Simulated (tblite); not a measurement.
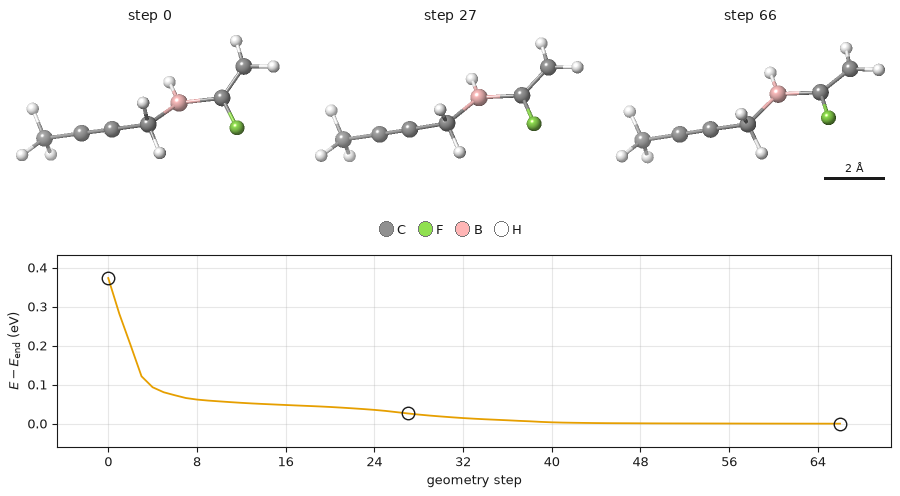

Frames of a relaxation of C6H8BF, marked on the history of the run. The picture is a ball-and-stick view, seen from a free direction.

These are results of GFN2-xTB geometry optimisation, gas phase in tblite 0.8.0, not measurements. 

> What happens along the run?

The atom that moves furthest after the best rigid fit is the F atom (0.61 Å). Largest moves by element: F 0.61 Å, H 0.48 Å, B 0.32 Å, C 0.24 Å. Some distances before and after: C–H 1.121 → 1.090 Å, C–C 1.477 → 1.449 Å, C–H 1.104 → 1.078 Å, B–C 1.576 → 1.553 Å. Bond angles that change, for instance: B–C–C 107.1° → 117.0°, C–C–H 127.4° → 120.2°, C–C–H 115.5° → 122.0°. Groups turn about B–C by about 25°. Over 66 geometry steps the energy falls by 0.373 eV. The run took 0.35 s on 1 thread of Arm Neoverse V1, with other jobs on the host. From step 0 to 27: H atoms move most (0.25 Å), energy −0.347 eV. From step 27 to 66: the F atom moves most (0.36 Å), energy −0.026 eV.

| step | E − E(0), eV |
| --- | --- |
| 0 | 0.0000 |
| 1 | -0.0918 |
| 2 | -0.1708 |
| 3 | -0.2518 |
| 4 | -0.2799 |
| 5 | -0.2927 |
| 6 | -0.3003 |
| 7 | -0.3075 |
| 8 | -0.3115 |
| 9 | -0.3140 |
| 10 | -0.3160 |
| 13 | -0.3214 |
| 16 | -0.3254 |
| 19 | -0.3290 |
| 22 | -0.3338 |
| 25 | -0.3405 |
| 28 | -0.3499 |
| 31 | -0.3569 |
| 34 | -0.3620 |
| 37 | -0.3659 |
| 39 | -0.3686 |
| 42 | -0.3709 |
| 45 | -0.3719 |
| 48 | -0.3723 |
| 51 | -0.3726 |
| 54 | -0.3728 |
| 57 | -0.3729 |
| 60 | -0.3731 |
| 63 | -0.3731 |
| 66 | -0.3732 |
